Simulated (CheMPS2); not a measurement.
**CaI (SMILES [Ca][I]) at DMRG/STO-6G**

What is the vertical ionisation energy of CaI at DMRG/STO-6G? 

The calculation is run with CheMPS2 1.8.12.

5 further runs of the same task are left out: 1 that didn't finish, 4 set aside as unsound or not needed.

## (1) The structure to begin with

The species is CaI (2 atoms), meant as a doublet with charge 0. As SMILES, `[Ca][I]`. Geometry: relaxed at PBE0-D4/def2-TZVP.

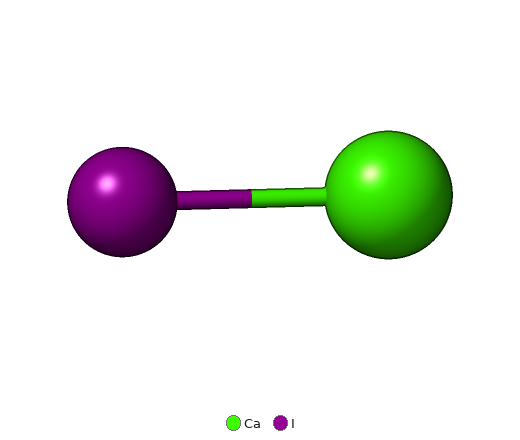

The structure, seen from a chosen angle (calcium green, iodine purple).

## (2) The energy at DMRG/STO-6G

The input, prepare.py:

```python
import numpy as np
from pyscf import ao2mo, cc, dft, gto, lo, mcscf, mp, scf
from pyscf.tools import fcidump

geom = [
    ("Ca", (-0.000000, -0.000000, 0.051180)),
    ("I", (0.000000, 0.000000, 2.876020)),
]
mol = gto.M(
    atom=geom,
    basis="sto-6g",
    charge=0,
    spin=1,
    verbose=3,
    max_memory=2000,
)
print("nao                            = %d" % (mol.nao))
mf = scf.ROHF(mol)
mf.conv_tol = 1e-10
mf.max_cycle = 200
mf.kernel()
if not mf.converged:
    mf = mf.newton().run(mf.mo_coeff, mf.mo_occ)
print("E(HF)                          = %.10f" % (mf.e_tot))
# single-reference ladder for comparison
ref = scf.UHF(mol).run(mf.make_rdm1(), conv_tol=1e-10)
pt = mp.MP2(ref, frozen=23).run()
mycc = cc.CCSD(ref, frozen=23)
mycc.max_cycle = 150
mycc.kernel()
print(f"E(MP2)                         = {pt.e_tot:.10f}")
if mycc.converged:
    print(f"E(CCSD)                        = {mycc.e_tot:.10f}")
    print("CCSD(T) total energy           = %.10f" % (mycc.e_tot + mycc.ccsd_t()))
# a few density functionals on the same geometry and basis
ks = dft.UKS(mol, xc="b3lyp").set(conv_tol=1e-9, verbose=3).run(mf.make_rdm1())
if ks.converged:
    print(f"E(B3LYP)                       = {ks.e_tot:.8f}")
ks = dft.UKS(mol, xc="pbe0").set(conv_tol=1e-9, verbose=3).run(mf.make_rdm1())
if ks.converged:
    print("E(PBE0)                        = %.8f" % (ks.e_tot))
ks = dft.UKS(mol, xc="bhandhlyp").set(conv_tol=1e-9, verbose=3).run(mf.make_rdm1())
if ks.converged:
    print(f"E(BHLYP)                       = {ks.e_tot:.8f}")
# localise doubly occupied and virtual orbitals apart
mo = mf.mo_coeff.copy()
for a, b in ((23, 36), (37, 40)):
    if b - a > 1:
        mo[:, a:b] = lo.Boys(mol, mo[:, a:b]).kernel()
mf.mo_coeff = mo
# FCIDUMP for the DMRG program
cas = mcscf.CASCI(mf, 17, 27)
h1, ecore = cas.get_h1eff()
fcidump.from_integrals("FCIDUMP", h1, cas.get_h2eff(), 17, 27, nuc=ecore, ms=1)
# FCI check
ci = mcscf.CASCI(mf, 17, (14, 13))
ci.fix_spin_(ss=0.75)
ci.fcisolver.conv_tol = 1e-10
ci.fcisolver.max_cycle = 200
ci.kernel()
print(f"FCI energy                     = {ci.e_tot:.10f}")
```

The input, chemps2.input:

```
FCIDUMP = FCIDUMP
GROUP = 0
MULTIPLICITY = 2
NELECTRONS = 27
IRREP = 0
EXCITATION = 0
SWEEP_STATES = 75, 150, 150
SWEEP_ENERGY_CONV = 1e-05, 1e-05, 1e-07
SWEEP_MAX_SWEEPS = 2, 3, 6
SWEEP_NOISE_PREFAC = 0.05, 0.005, 0.0
SWEEP_DVDSON_RTOL = 3e-04, 3e-04, 3e-05
NOCC = 0
NACT = 17
NVIR = 0
MOLCAS_FIEDLER = TRUE
PRINT_CORR = TRUE
TMP_FOLDER = .
```

Started as:

```sh
$ python prepare.py && chemps2 --file=chemps2.input
```

Log:

```text
$ python prepare.py
nao                            = 40
converged SCF energy = -7560.25485496065
E(HF)                          = -7560.2548549607
converged SCF energy = -7560.25526506679  <S^2> = 0.75255558  2S+1 = 2.002554
E(UMP2) = -7560.26660481007  E_corr = -0.0113397432783371
E(SCS-UMP2) = -7560.26660032529  E_corr = -0.0113352584984921
E(UCCSD) = -7560.269956922513  E_corr = -0.01469185571988898
E(MP2)                         = -7560.2666048101
E(CCSD)                        = -7560.2699569225
UCCSD(T) correction = -0.000893567380053489
CCSD(T) total energy           = -7560.2708504899
converged SCF energy = -7563.30822520348  <S^2> = 0.75124469  2S+1 = 2.0012443
E(B3LYP)                       = -7563.30822520
converged SCF energy = -7562.84147153625  <S^2> = 0.7517214  2S+1 = 2.0017207
E(PBE0)                        = -7562.84147154
converged SCF energy = -7563.48216457187  <S^2> = 0.75143027  2S+1 = 2.0014298
E(BHLYP)                       = -7563.48216457

WARN: Initial orbitals are close to convergence. Adding a small perturbation.

CASCI E = -7560.27102389298  E(CI) = -178.863223372389  S^2 = 0.7500000
FCI energy                     = -7560.2710238930

$ chemps2 --file=chemps2.input

Running chemps2 version 1.8.12 () with the following options:

[... 65 lines left out ...]
***     Minimum energy           = -7560.1316215818
[... 35 lines left out ...]
***     Minimum energy           = -7560.2591834589
[... 7 lines left out ...]
***     Minimum energy           = -7560.27098094227
[... 6 lines left out ...]
***     Minimum energy           = -7560.27101514093
[... 8 lines left out ...]
***     Maximum discarded weight during the last sweep     = 7.38093209981919e-07
[... 6 lines left out ...]
***     Maximum discarded weight = 8.64046020632398e-09
[... 6 lines left out ...]
***     Maximum discarded weight = 1.71676209295846e-08
[... 7 lines left out ...]
***     Maximum discarded weight = 2.08475183415786e-08
[... 6 lines left out ...]
***     Maximum discarded weight = 2.06533911169749e-08
[... 13 lines left out ...]
***     Minimum energy           = -7560.27102376503
[... 6 lines left out ...]
***     Minimum energy           = -7560.27102377194
[... 8 lines left out ...]
***     Maximum discarded weight during the last sweep     = 2.08554945127665e-08
[... 157 lines left out ...]
   Columns 17 to 17

    0.000045
    0.000018
    0.000008
    0.000008
    0.000000
    0.000000
    0.000621
    0.000152
    0.000152
    0.004433
    0.001030
    0.001030
    0.001030
    0.000286
    0.001577
    0.001577
   -0.000045

--------------------------------------------------------
Two-orbital mutual information = 0.5 * ( s1(i) + s1(j) - s2(i,j) ) * ( 1 - delta(i,j) )
Hamiltonian index order is used!

   Columns 1 to 8

    0           0.000007    0.000000    0.000000    0.000000    0.000000    0.000109    0.000165
    0.000007    0           0.000000    0.000000    0.000002    0.000002    0.000025    0.000000
    0.000000    0.000000    0           0.000000    0.000002    0.000000    0.000000    0.000000
[... 13 lines of this table left out ...]
    0.000169    0.000074    0.000028    0.000028    0.000002    0.000002    0.002448    0.000463

   Columns 9 to 16

    0.000165    0.000046    0.000019    0.000015    0.000016    0.000238    0.000143    0.000143
    0.000000    0.000075    0.000051    0.000025    0.000034    0.000197    0.000029    0.000029
    0.000001    0.000024    0.000055    0.000007    0.000069    0.000014    0.000139    0.000008
[... 13 lines of this table left out ...]
    0.000463    0.024773    0.003945    0.003952    0.003944    0.007990    0.004679    0.004679

   Columns 17 to 17

    0.000169
    0.000074
    0.000028
    0.000028
    0.000002
    0.000002
    0.002448
    0.000463
    0.000463
    0.024773
    0.003945
    0.003952
    0.003944
    0.007990
    0.004679
    0.004679
    0

--------------------------------------------------------
```

It took 78 s on 1 thread of AMD EPYC 9B45 (Zen 5), shared host; peak memory 0.49 GiB.

## (3) The singlet cation: the energy at DMRG/STO-6G

The input, integrals.py:

```python
from pyscf import ao2mo, cc, dft, gto, mcscf, mp, scf
from pyscf.tools import fcidump

mol = gto.M(atom="""
Ca     0.000000     0.000000     0.051180
I      0.000000     0.000000     2.876020
""", basis="sto-6g", charge=1, verbose=3, max_memory=2000)
print("basis functions         : %d" % (mol.nao))
mf = scf.RHF(mol)
mf.conv_tol = 1e-10
mf.max_cycle = 200
mf.kernel()
if not mf.converged:
    mf = mf.newton().run(mf.mo_coeff, mf.mo_occ)
print(f"E(SCF)                  : {mf.e_tot:.10f}")
# MP2, CCSD and CCSD(T) with the same frozen core
ref = mf
pt = mp.MP2(ref, frozen=23).run()
mycc = cc.CCSD(ref, frozen=23)
mycc.max_cycle = 150
mycc.kernel()
print(f"MP2 total energy        : {pt.e_tot:.10f}")
if mycc.converged:
    print(f"E(CCSD)                 : {mycc.e_tot:.10f}")
    print(f"CCSD(T) total energy    : {mycc.e_tot + mycc.ccsd_t():.10f}")
    print("T1 diagnostic           : %.4f" % (mycc.get_t1_diagnostic()))
# a few density functionals on the same geometry and basis
ks = dft.RKS(mol, xc="b3lyp").set(conv_tol=1e-9, verbose=3).run()
if ks.converged:
    print(f"E(B3LYP)                : {ks.e_tot:.8f}")
ks = dft.RKS(mol, xc="pbe0").set(conv_tol=1e-9, verbose=3).run()
if ks.converged:
    print(f"E(PBE0)                 : {ks.e_tot:.8f}")
ks = dft.RKS(mol, xc="bhandhlyp").set(conv_tol=1e-9, verbose=3).run()
if ks.converged:
    print(f"E(BHLYP)                : {ks.e_tot:.8f}")
# CCSD natural orbitals
occ_no, mo = mcscf.addons.make_natural_orbitals(cc.CCSD(mf, frozen=23).run())
mf.mo_coeff = mo
# FCIDUMP for the DMRG program
cas = mcscf.CASCI(mf, 17, 26)
h1, ecore = cas.get_h1eff()
fcidump.from_integrals("FCIDUMP", h1, cas.get_h2eff(), 17, 26, nuc=ecore, ms=0)
```

The input, dmrg.input:

```
FCIDUMP = FCIDUMP
GROUP = 0
MULTIPLICITY = 1
NELECTRONS = 26
IRREP = 0
EXCITATION = 0
SWEEP_STATES = 37, 75, 150, 150
SWEEP_ENERGY_CONV = 1e-04, 1e-04, 1e-04, 1e-06
SWEEP_MAX_SWEEPS = 4, 2, 4, 6
SWEEP_NOISE_PREFAC = 0.05, 0.05, 0.005, 0.0
SWEEP_DVDSON_RTOL = 3e-05, 3e-05, 3e-05, 3e-06
NOCC = 0
NACT = 17
NVIR = 0
MOLCAS_FIEDLER = TRUE
PRINT_CORR = TRUE
TMP_FOLDER = .
```

Started as:

```sh
$ python integrals.py && chemps2 --file=dmrg.input
```

Log:

```text
$ python integrals.py
basis functions         : 40
converged SCF energy = -7560.08373445548
E(SCF)                  : -7560.0837344555
E(RMP2) = -7560.1014567264  E_corr = -0.0177222709205292
E(SCS-RMP2) = -7560.10152597038  E_corr = -0.0177915149003566
E(CCSD) = -7560.105359811224  E_corr = -0.02162535574257003
MP2 total energy        : -7560.1014567264
E(CCSD)                 : -7560.1053598112
CCSD(T) correction = -0.00207739993722641
CCSD(T) total energy    : -7560.1074372112
T1 diagnostic           : 0.0163
converged SCF energy = -7563.11664503535
E(B3LYP)                : -7563.11664504
converged SCF energy = -7562.65050070261
E(PBE0)                 : -7562.65050070
converged SCF energy = -7563.29403283852
E(BHLYP)                : -7563.29403284
E(CCSD) = -7560.105359811224  E_corr = -0.02162535574257003

$ chemps2 --file=dmrg.input

Running chemps2 version 1.8.12 () with the following options:

[... 101 lines left out ...]
***     Minimum energy           = -7560.10413225575
[... 8 lines left out ...]
***     Maximum discarded weight = 1.03235766138508e-05
[... 13 lines left out ...]
***     Minimum energy           = -7560.10727995298
[... 7 lines left out ...]
***     Maximum discarded weight = 2.27475230084725e-05
[... 13 lines left out ...]
***     Minimum energy           = -7560.10737584205
[... 14 lines left out ...]
***     Minimum energy           = -7560.10749814019
[... 7 lines left out ...]
***     Maximum discarded weight = 2.4170302529929e-06
[... 13 lines left out ...]
***     Minimum energy           = -7560.10765702896
[... 14 lines left out ...]
***     Minimum energy           = -7560.10768707069
[... 7 lines left out ...]
***     Maximum discarded weight = 5.85506055552712e-08
[... 14 lines left out ...]
***     Maximum discarded weight = 6.50712283662051e-08
[... 14 lines left out ...]
***     Maximum discarded weight during the last sweep     = 6.56659548103666e-08
[... 157 lines left out ...]
   Columns 17 to 17

    0.000000
    0.000000
    0.000000
    0.000000
    0.000000
    0.000025
    0.000502
    0.000121
    0.000121
    0.001042
    0.000102
    0.000102
    0.000461
    0.000595
    0.000343
    0.000343
   -0.000002

--------------------------------------------------------
Two-orbital mutual information = 0.5 * ( s1(i) + s1(j) - s2(i,j) ) * ( 1 - delta(i,j) )
Hamiltonian index order is used!

   Columns 1 to 8

    0           0.000000    0.000000    0.000000    0.000000    0.000000    0.000000    0.000000
    0.000000    0           0.000000    0.000000    0.000000    0.000000    0.000000    0.000000
    0.000000    0.000000    0           0.000000    0.000001    0.000000    0.000000    0.000000
[... 13 lines of this table left out ...]
    0.000000    0.000000    0.000000    0.000000    0.000002    0.000179    0.002394    0.000698

   Columns 9 to 16

    0.000000    0.000000    0.000000    0.000000    0.000000    0.000000    0.000000    0.000000
    0.000000    0.000000    0.000000    0.000000    0.000000    0.000000    0.000000    0.000000
    0.000000    0.000001    0.000001    0.000000    0.000001    0.000002    0.000000    0.000001
[... 13 lines of this table left out ...]
    0.000698    0.004430    0.000312    0.000312    0.002190    0.001720    0.000763    0.000763

   Columns 17 to 17

    0.000000
    0.000000
    0.000000
    0.000000
    0.000002
    0.000179
    0.002394
    0.000698
    0.000698
    0.004430
    0.000312
    0.000312
    0.002190
    0.001720
    0.000763
    0.000763
    0

--------------------------------------------------------
```

Run time: 28 s. Hardware: 1 thread of AMD EPYC 9B45 (Zen 5), shared host; peak memory 0.22 GiB.

## (4) Results

Level: DMRG/STO-6G, 23 core orbitals frozen.

| quantity | value |
| --- | --- |
| run 1, DMRG/STO-6G: total energy | -7560.27102 Eh |
| singlet cation: total energy | -7560.10769 Eh |
| singlet cation: T1 diagnostic of the CCSD step | 0.016 |
| vertical ionisation energy (to the singlet cation) | 4.445 eV |

In words: The vertical ionisation energy comes to 4.44 eV (102 kcal/mol). Only the singlet of the ionised species was computed; a triplet could lie lower. In a minimal basis such a difference can be off by several eV, whatever the method. Relativity is left out (run 1, DMRG/STO-6G) although the molecule holds a heavy atom. Relativity is left out (singlet cation) although the molecule holds a heavy atom.
